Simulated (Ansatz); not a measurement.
The figure comes from a scan of MgH2 (rutile): the cell is scaled evenly about its relaxed volume V₀. Level of theory: r2SCAN (plane waves to 500 eV, PAW, scalar-relativistic; Ansatz, a program for electronic structure). k mesh 8×8×11 (Γ-centred), Fermi-Dirac smearing 0.05 eV. The energy includes the smearing's −TS. MgH2 was relaxed with its symmetry unable to fall. ΔE is measured from the relaxed starting cell.

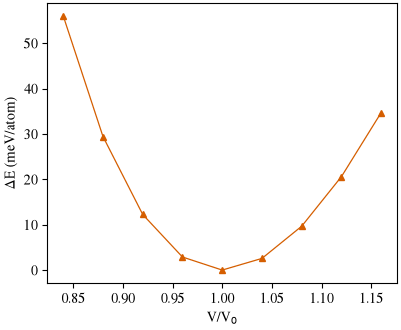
Figure: ΔE (meV/atom) against V/V₀; markers are the computed points, lines only join them.

Turn the plot into a table (rounded to what can be read).

To the nearest 1:

```tsv
V/V₀	ΔE (meV/atom)
0.840	56
0.880	29
0.920	12
0.960	3
1.000	0
1.040	3
1.080	10
1.120	21
1.160	35
```

(Under strain, the slope of the energy per volume gives the stress and its curvature an elastic modulus.)
